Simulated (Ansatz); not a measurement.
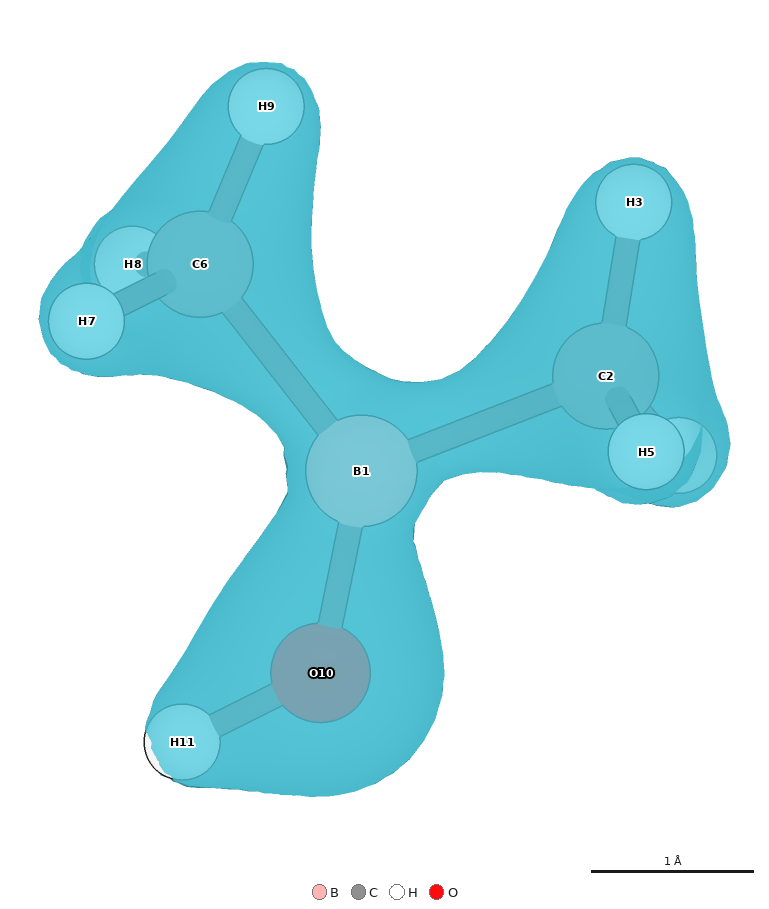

C₂H₇BO (BMe2(OH)) (charge +1, doublet). Isosurface of the electron density at 0.8 e/Å³ (cyan), seen across its widest extent.

Geometry: PBE0-D4/def2-SVP.

All numbers below come from Ansatz, UKS PBE0-D4/def2-TZVP.

```xyz
11

B    -0.1857   -0.4520    0.0561
C     1.4341   -0.2044    0.0304
H     1.8356    0.7776   -0.2315
H     1.6843   -0.9766   -0.7234
H     1.6690   -0.4865    1.0740
C    -0.8753    1.0126   -0.1338
H    -1.5638    1.0179    0.7330
H    -1.3814    0.8784   -1.1083
H    -0.2409    1.9033   -0.1392
O    -0.7190   -1.6200    0.2000
H    -1.6569   -1.8502    0.2426
```

> What does this surface tell about the bonding?

At this value the surface is in one piece. It bridges the sampled B–O (1.29 Å), C–B (1.63 Å), O–H (0.97 Å) and C–H (1.09 Å) contacts, where the density stays above the isovalue. On the grid the lowest density along these lines, outside the cores, is 1.9 e/Å³ (B–O, 1.29 Å), 1 e/Å³ (C–B, 1.63 Å), 2.3 e/Å³ (O–H, 0.97 Å) and 1.9 e/Å³ (C–H, 1.09 Å).
